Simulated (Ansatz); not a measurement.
Input file:

```
crystal:
  periodic: [false, false, false]
  atoms:
    - symbol: C
      position_ang: [-1.724237, 1.979152, 0.779570]
    - symbol: C
      position_ang: [-0.553905, 2.463635, 0.450205]
    - symbol: O
      position_ang: [-2.849580, 1.621057, 0.933244]
    - symbol: Se
      position_ang: [1.110318, 2.363185, 1.176119]
    - symbol: H
      position_ang: [1.819390, 3.203471, 0.149628]
basis:
  gaussian:
    orbitals: def2-TZVPD
magnetization:
  spin_polarized: true
  initial_magnetization: 1
hamiltonian:
  xc: pbe0
output:
  forces: true
  orbitals: {seedname: orbitals}
```

Command:

```sh
ansatz run input.yaml --threads 1 --pin off --max-ram 2610MiB --events-out events.jsonl --progress --plain --runs-dir runs
```

Geometry: BLYP-D3(BJ)/def2-SVP.

The calculation used isolated molecule in a Gaussian basis; Kohn-Sham density functional theory, functional PBE0 in Ansatz.

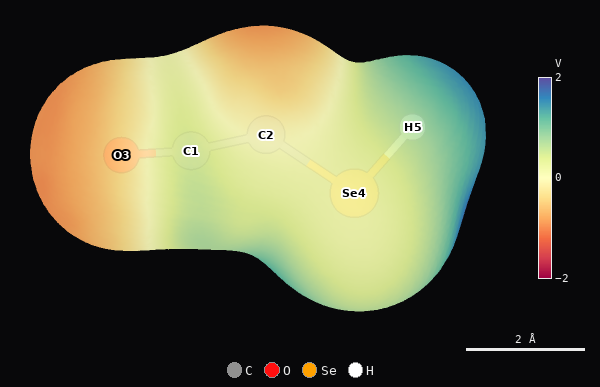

C2HOSe (doublet). The electrostatic potential painted on the density surface at 0.002 e/bohr³, seen across its widest extent; the colour scale runs from red (negative) to blue (positive).

**Describe the electrostatic potential map.**

The most negative region (about −1.0 V) lies over O3, the most positive (about +1.7 V) over Se4.

**How polar is the molecule by this calculation?**

Its dipole moment is 2.97 D.
